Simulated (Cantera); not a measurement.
Feed: 1 mol c-C4F8, 0.17 mol H2, at 3498 K.

These are equilibrium values from Cantera (NASA tables, ideal gas, pure condensed phases), not measurements of a reactor. Candidate condensed phases: C, C6H6, C7H8, C8H18; 95 gas species. The feed counts by its element totals alone. Gases not in the tables: C2F6 and larger saturated fluorocarbons. Rates play no part.

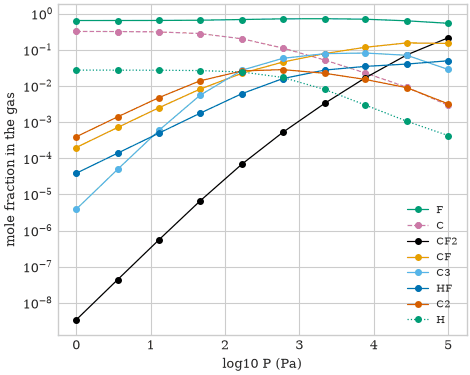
*Equilibrium gas composition (values under 1e-9 drawn at 1e-9)*

Task: Read off the mole fractions at 1.00 Pa.

Result: F about 0.65, C about 0.32, H about 0.028, C2 about 0.00039, CF about 0.00020, HF about 3.8e-5, C3 about 3.9e-6.
